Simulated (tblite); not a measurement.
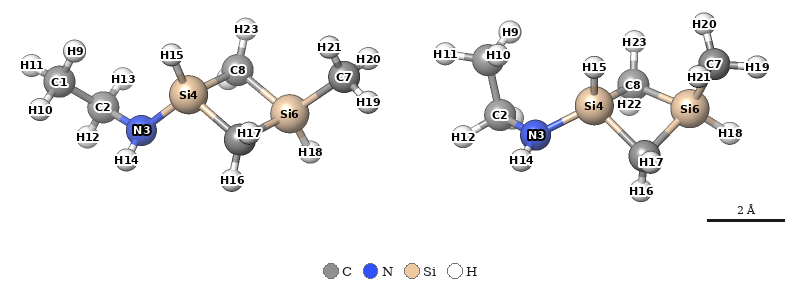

Two geometries of C$_{5}$H$_{15}$NSi$_{2}$, drawn at one scale. One is the start of a relaxation, the other its converged end. The picture is a ball-and-stick view, seen at a tilt.

Theory: GFN2-xTB geometry optimisation, gas phase (tblite 0.8.0). 

Which of the two is the end point?

The left one is the relaxed one. The largest move after the best rigid fit is that of an H atom, 2.12 Å. By element the largest moves are H 2.12 Å, C 0.94 Å, N 0.41 Å, Si 0.37 Å. Among the contacts that change: C–Si 1.815 → 1.912 Å, C–Si 1.860 → 1.918 Å, C–H 1.125 → 1.087 Å, C–Si 1.879 → 1.914 Å. Bond angles that change, for instance: N–Si–C 121.7° → 111.2°, H–C–H 116.0° → 106.9°, N–C–H 115.4° → 107.3°. Groups turn about C–Si by about 55°, C–C by about 35°, C–N by about 35°. Over 181 geometry steps the energy falls by 1.033 eV.
